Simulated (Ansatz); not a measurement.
```sh
ansatz run in.yaml --threads 2 --pin off --events-out ev --progress --plain --max-ram 4352MiB
```

```yaml
crystal:
  periodic: [false, false, false]
  atoms:
    - {symbol: C, position_ang: [-1.335851, 0.468502, -0.915426]}
    - {symbol: Si, position_ang: [-0.001863, -0.000582, 0.002412]}
    - {symbol: C, position_ang: [1.336030, -0.468448, 0.915176]}
    - {symbol: H, position_ang: [-2.240851, -0.124864, -0.932531]}
    - {symbol: H, position_ang: [-1.316897, 1.375342, -1.505973]}
    - {symbol: H, position_ang: [2.105640, -1.102477, 0.494278]}
    - {symbol: H, position_ang: [1.453791, -0.147483, 1.942064]}
basis:
  gaussian: {orbitals: def2-TZVPP}
hamiltonian: {xc: {name: wB97M-V}}
```

Work out the structure from the coordinates.

The molecule is C2H4Si. Its SMILES string is `C=[Si]=C`. It has no ring. This geometry has D2d symmetry. Coordination: 2 C trigonal planar; 1 Si linear.

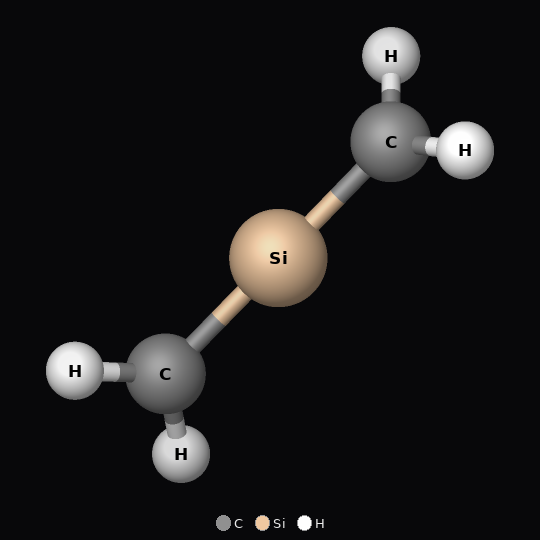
